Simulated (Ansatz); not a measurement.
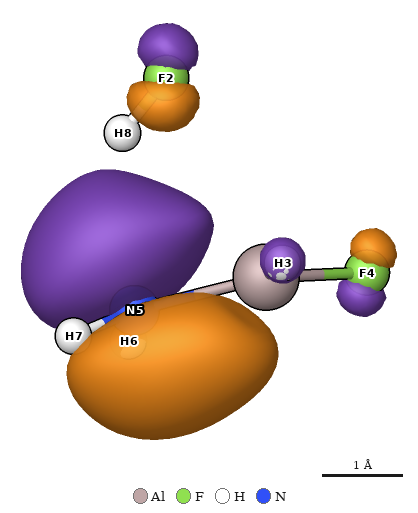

The picture shows: AlFH₃N···HF. The HOMO at ±0.1 Å⁻³ᐟ² (orange and purple are the two phases), seen at a tilt.

Not at a stationary point (largest force 1.6 eV/Å).

All numbers below come from RKS PBE0/def2-SVP in Ansatz 0.2.0.

Input file:

```
crystal:
  periodic: [false, false, false]
  atoms:
    - { symbol: Al, position_ang: [0.0, 0.0, 0.0] }
    - { symbol: F, position_ang: [0.0, 0.0, 2.04] }
    - { symbol: H, position_ang: [1.351, 0.0, -0.78] }
    - { symbol: F, position_ang: [-1.4635, 0.0, -0.845] }
    - { symbol: "N", position_ang: [0.0928, -2.1047, 0.7] }
    - { symbol: H, position_ang: [-0.4256, -2.8627, 0.1705] }
    - { symbol: H, position_ang: [0.6555, -2.3517, 1.5637] }
    - { symbol: H, position_ang: [0.0544, -1.2334, 1.7877] }
basis:
  gaussian: { orbitals: def2-SVP }
hamiltonian:
  xc: pbe0
relax:
  f_tol: 0.15
  max_steps: 25
  restrain:
    - { distance: [0, 4], at: 1.92, k: 30.0 }
    - { distance: [7, 1], at: 0.92, k: 30.0 }
    - { distance: [0, 1], at: 2.89, k: 30.0 }
    - { distance: [7, 4], at: 2.26, k: 30.0 }
output:
  orbitals: {}
```

Run with:

```sh
ansatz run input.yaml --threads 2 --pin off --max-ram 3072MiB --backend cpu --events-out ev --progress --plain --runs-dir out
```

The fields are those of the run's last geometry, not of the input's.

Q: Where does this orbital lie, and at what energy?

A: It lies mainly on N5 (about 70 %); largely a lone pair of N5. Its energy is −7.83 eV.
